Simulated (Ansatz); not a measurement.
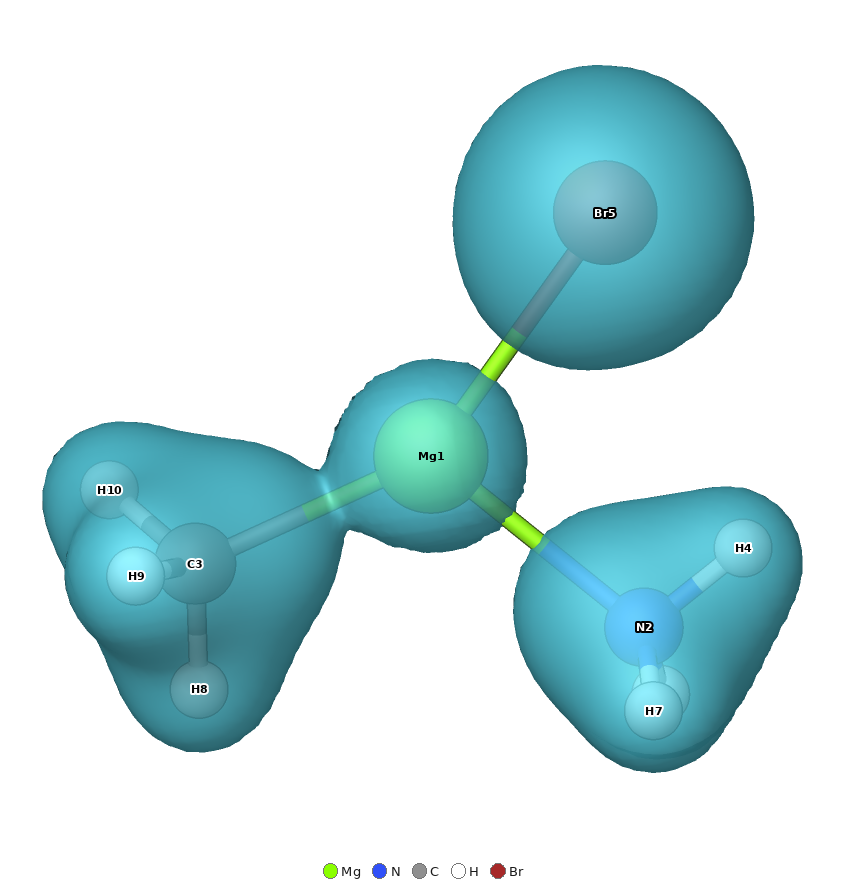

Figure. CH6BrMgN. Isosurface of the total electron density at 0.3 e/Å³ (cyan), seen across its widest extent.

All numbers below come from RKS PBE/def2-SVP (Ansatz 0.2.0).

```xyz
10

Mg   -0.8193    0.0742   -0.0041
N     0.8183    1.4603   -0.5737
C    -0.2394   -1.8314    0.6861
H     0.3008    2.3047   -0.8710
Br   -2.5662    1.6944   -0.5352
H     1.4162    1.1790   -1.3644
H     1.4631    1.7518    0.1753
H     0.7935   -2.1003    0.3718
H    -0.2584   -1.8934    1.7969
H    -0.9086   -2.6395    0.3182
```

Q: Which contacts does the surface bridge?

A: At this value the surface falls into three separate pieces. It bridges the shortest C–Mg (2.11 Å) and N–H (1.03 Å) contacts, where the density stays above the isovalue. It is pinched off along the shortest Mg–N (2.22 Å) and Mg–Br (2.44 Å) contacts. On the grid the lowest density along these lines, outside the cores, is 0.38 e/Å³ (C–Mg, 2.11 Å), 0.23 e/Å³ (Mg–N, 2.22 Å), 0.26 e/Å³ (Mg–Br, 2.44 Å) and 2.1 e/Å³ (N–H, 1.03 Å).
